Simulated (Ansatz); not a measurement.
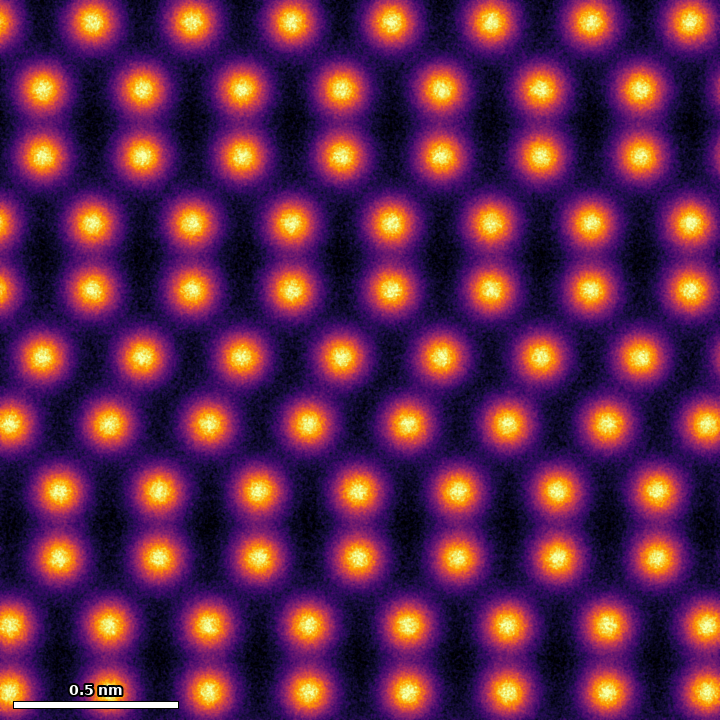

iDPC-like image of Sn (I4_1/amd, No. 141) along [111]. Simulated as the projected potential of neutral atoms (B = 0.8 Å²) blurred by a 0.82 Å probe, the thin-sample limit of integrated differential phase contrast. The display is stretched by a gamma of 0.8; percentages refer to the linear signal. Shot noise was added.

One planar defect was built into the perfect crystal by geometry alone, without relaxation. Host structure: a calculation's starting geometry.

**Where does the periodic pattern break, and how?**

A planar fault (a stacking fault) runs horizontally about 12 Å below the top edge. The part above it is shifted along the boundary by 1/3 of the 3.05 Å repeat of the rows (1.0 Å to the right, the same as 2.0 Å to the left); both parts keep the same orientation.
